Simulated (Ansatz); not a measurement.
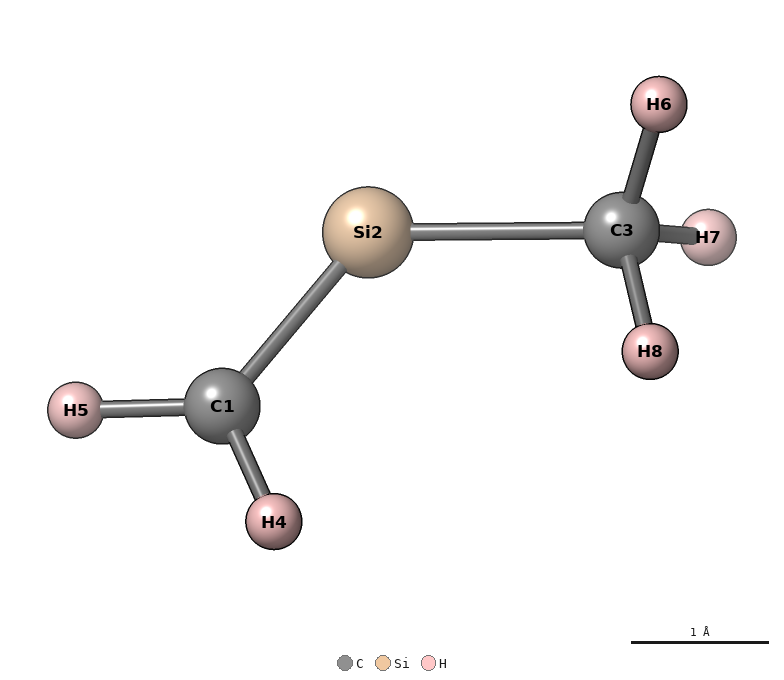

Orthographic view. Depth is shown by fading: the farther an atom, the more it takes the colour of the background. Charge 0, doublet. The computed structure is the end point of a PBE-D4/def2-SVP optimisation. No frequency run is at hand to confirm it as a minimum.

Give the geometry as a Z-matrix, atoms in numerical order, with these reference atoms: 2 to 1; 3 to 2, 1; 4 to 1, 2, 3; 5 to 1, 4, 2; 6 to 3, 2, 1; 7 to 3, 6, 2; 8 to 3, 7, 6.

```
C  
Si   1   1.727
C    2   1.903   1   122.8
H    1   1.106   2   120.3   3     1.1
H    1   1.101   4   116.2   2  -179.9
H    3   1.109   2   111.3   1  -122.5
H    3   1.108   6   108.2   2   122.6
H    3   1.111   7   109.1   6  -118.4
```
